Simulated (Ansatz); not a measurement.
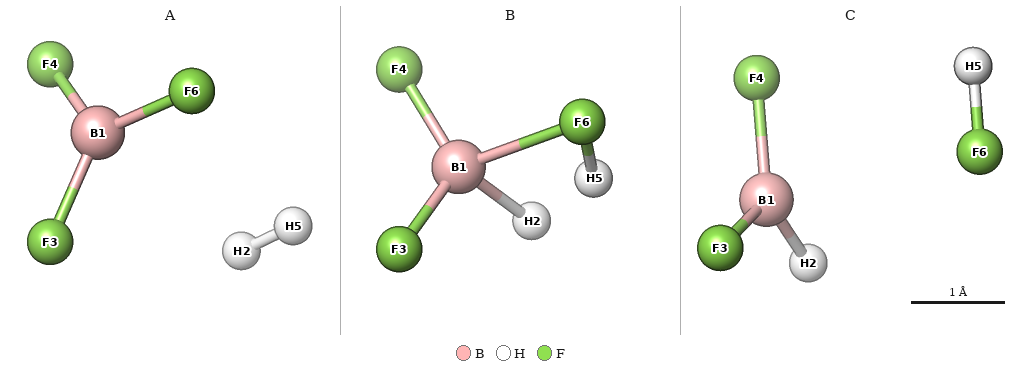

Three geometries of BH2F3: a saddle point and the two relaxed ends that it joins, in shuffled order. Style: ball-and-stick. Shown at a tilt. Sticks join atoms that are closer than about 1.2 times the sum of their covalent radii (a little more with hydrogen).

Stationary points at PBE0-D4/def2-TZVP, single-point energies with CAM-B3LYP-D4, BHLYP-D4, CCSD(T)/CBS (def2-TZVPP where no basis is named; Ansatz 0.2.0). The energies are electronic, without zero-point or thermal terms, and both ends are the relaxed geometries reached downhill from the saddle, with any fragments still in contact. CCSD(T)/CBS stands for a frozen-core estimate: MP2 correlation extrapolated from def2-TZVPP and def2-QZVPP, CCSD(T) minus MP2 from the smaller set.

Which frame is the transition state, what reaction does it lead through, and what barrier is to be expected?

Answer. Frame B is the saddle point. Counted by bonded pieces, C holds BHF₂ + HF and A holds BF₃ + H₂. From C over the saddle to A, bonds form: B1–F6 (2.55 → 1.61 → 1.31 Å), H2–H5 (3.32 → 1.08 → 0.75 Å). Bonds break: B1–H2 (1.19 → 1.33 → 2.82 Å), H5–F6 (0.92 → 1.14 → 2.91 Å). The saddle has one imaginary mode, 1214i cm⁻¹. The end A keeps a soft imaginary mode of 33i cm⁻¹, so it isn't quite a minimum. With CAM-B3LYP-D4 the barrier is 24.4 kcal/mol from C and 50.0 kcal/mol from A, and A lies 25.6 kcal/mol below C.

| level | barrier from C (kcal/mol) | barrier from A (kcal/mol) | A less C (kcal/mol) |
| --- | --- | --- | --- |
| CAM-B3LYP-D4 | 24.4 | 50.0 | −25.6 |
| BHLYP-D4 | 29.2 | 55.1 | −25.9 |
| CCSD(T)/CBS | 27.3 | 52.3 | −25.0 |

Against CCSD(T)/CBS, BHLYP-D4 comes closest on the barrier from C (+1.9 kcal/mol) and CAM-B3LYP-D4 misses most (−2.9 kcal/mol).

Limits of the set-up: the start holds two separate molecules, 2.5 Å apart at their closest, whose relative position is a soft coordinate.
